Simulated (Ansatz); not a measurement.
A series of calculations on CH₆BCl

Part 1: Relaxation

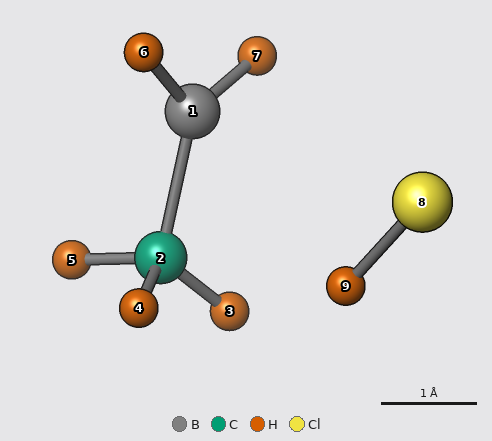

Starting structure of CH₆BCl. Style: ball-and-stick. Shown at a tilt.

The run prepares an end point of a later path (reaction) calculation, from a guessed geometry.

Theory: RKS CAM-B3LYP/6-31G* in Ansatz.

Input
```yaml
crystal:
  periodic: [false, false, false]
  atoms:
    - { symbol: B, position_ang: [0.021848, 0.160178, 0.228883] }
    - { symbol: C, position_ang: [0.031423, 0.230325, 1.813479] }
    - { symbol: H, position_ang: [-0.913725, -0.033492, 2.298921] }
    - { symbol: H, position_ang: [0.864135, -0.300827, 2.285765] }
    - { symbol: H, position_ang: [0.200213, 1.291098, 2.055119] }
    - { symbol: H, position_ang: [1.051608, 0.093268, -0.374344] }
    - { symbol: H, position_ang: [-0.995912, 0.279511, -0.386407] }
    - { symbol: Cl, position_ang: [-0.367798, -2.855001, 0.587662] }
    - { symbol: H, position_ang: [-0.325792, -2.05186, 1.650522] }
basis:
  gaussian: { orbitals: "6-31G*" }
hamiltonian:
  xc: cam_b3lyp
relax:
  f_tol: 0.03
  max_steps: 50
```

Launched with:
```bash
ansatz run input.yaml --threads 2 --pin off --max-ram 3072MiB --backend cpu --events-out ev --progress --plain --runs-dir out
```

### Predict the outcome.

The energy falls by 2.08 kcal/mol in 10 geometry steps. The largest force component goes from 1 to 0.016 eV/Å. H9 moves most after the best rigid fit: 0.84 Å. By element the largest moves are H 0.84 Å, Cl 0.23 Å, C 0.18 Å, B 0.06 Å. Near-neighbour distances that change, for instance: Cl8–H9 1.333 → 1.286 Å, B1–C2 1.586 → 1.563 Å.

The structure at the end:

```xyz
9

B     0.0254    0.1649    0.2892
C     0.0646    0.4013    1.8336
H    -0.8674    0.1728    2.3596
H     0.9071   -0.0715    2.3475
H     0.2161    1.4890    1.9445
H     1.0393    0.0235   -0.3302
H    -0.9988    0.2694   -0.3205
Cl   -0.3094   -2.7693    0.3847
H    -0.5108   -2.8670    1.6513
```

After the run, drawn alike:

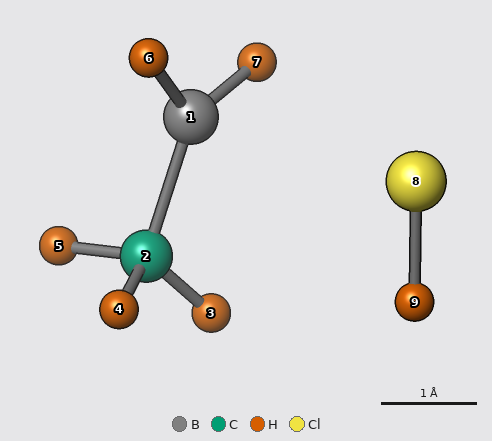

Part 2: Relaxation

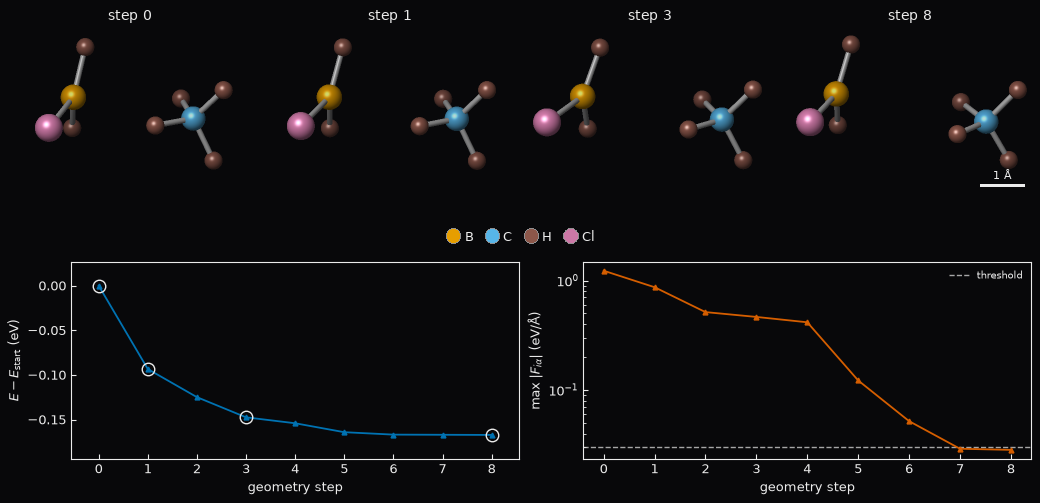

Frames of a relaxation of CH6BCl, marked on the history of the run. Style: ball-and-stick. Shown from a free direction.

The run prepares an end point of a later path (reaction) calculation, from a guessed geometry.

These are results of Ansatz, RKS CAM-B3LYP/6-31G*, not measurements. (no spin polarisation; force threshold 0.03 eV/Å; at most 50 steps)

> Describe the path.

After 8 geometry steps the energy has fallen by 0.167 eV. The largest force component goes from 1.2 to 0.028 eV/Å. The atom that moves furthest after the best rigid fit is an H atom (0.59 Å). Largest moves by element: H 0.59 Å, Cl 0.46 Å, B 0.40 Å, C 0.31 Å. Among the contacts that change: B–Cl 1.818 → 1.745 Å, C–H 1.102 → 1.093 Å. From step 0 to 1: the Cl atom moves most (0.19 Å), energy −0.093 eV. From step 1 to 3: the Cl atom moves most (0.33 Å), energy −0.054 eV. From step 3 to 8: an H atom moves most (0.27 Å), energy −0.020 eV.

```csv
step,"E − E(0), eV","largest force component, eV/Å"
0,0.0000,1.2297
1,-0.0934,0.8690
2,-0.1249,0.5148
3,-0.1475,0.4651
4,-0.1541,0.4156
5,-0.1642,0.1222
6,-0.1669,0.0519
7,-0.1671,0.0291
8,-0.1672,0.0284
```

Part 3: Path

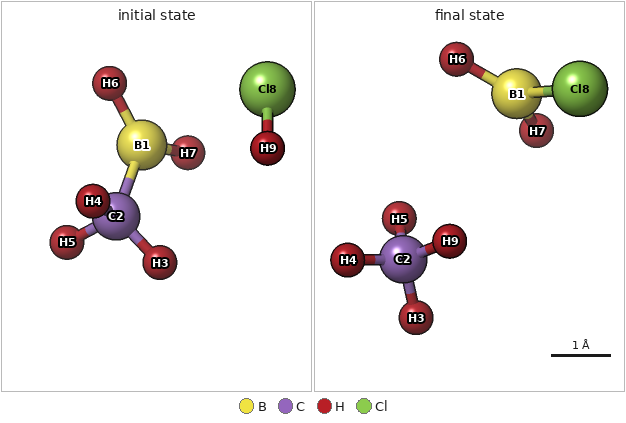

The two relaxed end points of a path for CH₆BCl, made up at the start of CH5B and HCl. Style: ball-and-stick. Shown from a free direction.

The calculation used Ansatz 0.2.0, RKS CAM-B3LYP/6-31G*.

Set-up: 7 movable images; climbing image; force threshold 0.05 eV/Å; iteration limit 60.

Start:
```xyz
9

B     0.0232    0.1621    0.2873
C     0.0643    0.4040    1.8308
H    -0.8666    0.1757    2.3588
H     0.9083   -0.0655    2.3451
H     0.2140    1.4924    1.9375
H     1.0365    0.0203   -0.3331
H    -1.0020    0.2625   -0.3214
Cl   -0.3062   -2.7724    0.3937
H    -0.5056   -2.8659    1.6609
```

End:
```xyz
9

B    -0.0767   -0.6578   -0.7855
C    -0.0107    0.0124    2.6657
H    -0.8885    0.3131    3.2411
H     0.8777    0.0595    3.2989
H     0.1148    0.6913    1.8178
H     1.0317   -0.2282   -0.7806
H    -1.0499    0.0243   -0.7709
Cl   -0.2867   -2.3894   -0.8351
H    -0.1457   -1.0119    2.3082
```

What barrier does the band find between them, and by what path?

The energy climbs by 18.5 kcal/mol to image 3 and then falls by 45.8 kcal/mol, so the end point sits at −27.3 kcal/mol. Breaking: B1–C2 (1.56 → 1.69 at the top → 3.52 Å), Cl8–H9 (1.29 → 1.51 at the top → 3.43 Å). Forming: B1–Cl8 (2.95 → 2.17 at the top → 1.75 Å), C2–H9 (3.32 → 1.48 at the top → 1.09 Å). The band converged in 15 iterations, with a climbing image at the top. At the top, the vibrational analysis gives one imaginary mode (1062i cm⁻¹), as a transition state must have.

Energies of the converged images:

```
image  path (Å)  E (kcal/mol)
    0      0.00           0.0
    1      0.68           0.6
    2      1.37           4.8
    3      2.05          18.5
    4      2.62          -3.4
    5      3.19         -19.0
    6      3.75         -25.1
    7      4.32         -27.0
    8      4.88         -27.3
```

The geometry at the top of the path:

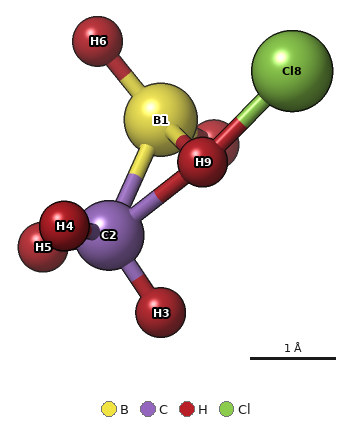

Limits of the set-up: the start holds two separate molecules, 3.0 Å apart at their closest, whose relative position is a soft coordinate and is computed without a dispersion correction.
